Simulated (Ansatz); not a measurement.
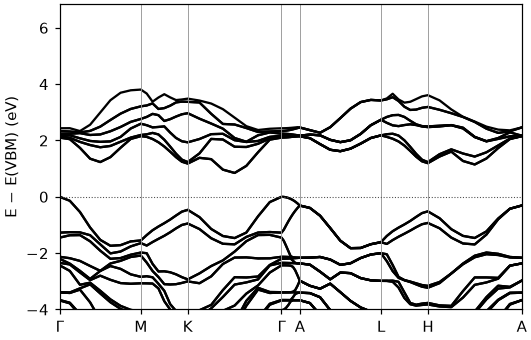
Figure. Band structure from DFT-PBE+D3(BJ) with spin–orbit coupling in the program Ansatz with PAW potentials

Question: Read off the gap and where the band edges lie.

Answer: About 0.8 eV (0.84 eV by a search for the band edges); maximum at Γ, minimum on the K–Γ line, 48 % of the way from K.

The material is WS₂ in space group P6_3/mmc (No. 194; W on 2d, S on 4f).

The cell was relaxed with PBE+D3(BJ) under the symmetry of its start; phonons on a q-mesh show no instability. The run is not spin-polarised.

Potentials: the later of the program's two PAW sets.
